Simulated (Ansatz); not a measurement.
Fields on a plane of Mg3Sb2 (A-La2O3 type, space group P-3m1)

```
Mg3Sb2
1.0
    4.59592     0.00000     0.00000
   -2.29796     3.98018     0.00000
    0.00000     0.00000     7.27158
Sb Mg
2 3
Direct
  0.33333   0.66667   0.22580
  0.66667   0.33333   0.77420
  0.00000   0.00000   0.00000
  0.33333   0.66667   0.63237
  0.66667   0.33333   0.36763
```

The slice is a (1 -1 0 0) plane (indices of the conventional cell) through the point (0.000, 0.000, 0.000) (fractional), spanned by u = [110] and v = [001] in vectors of this cell: u (4.60 Å) and v (7.27 Å, at 90° to u). It covers one period; positions are fractions (u, v).

Atoms on it: Mg at (0.00, 0.00).

The numbers are results of PBE (plane waves to 420 eV, PAW, scalar-relativistic; Ansatz, an electronic-structure program), not measurements. k mesh 12×12×7. Near the nuclei the fields are pseudised (PAW); where an atom keeps semicore shells as valence, they peak there. Mg3Sb2 was relaxed with its symmetry unable to fall. Spin-orbit coupling is left out, though Sb is heavy.

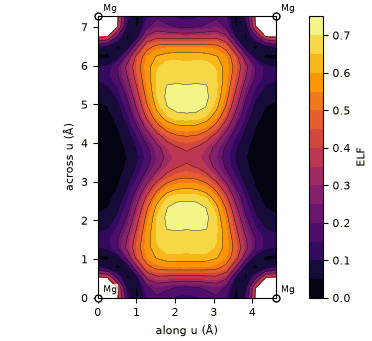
Fig. 1. Electron localisation function (ELF), one period of the plane, atoms marked. Points within 0.5 Å of a nucleus are left white, as the pseudised field means little there.

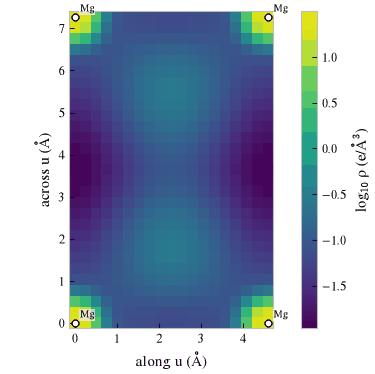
Log₁₀ of the valence density in e/Å³, one period of the plane, atoms marked. The scale is logarithmic, as a density can span decades between atoms and voids.
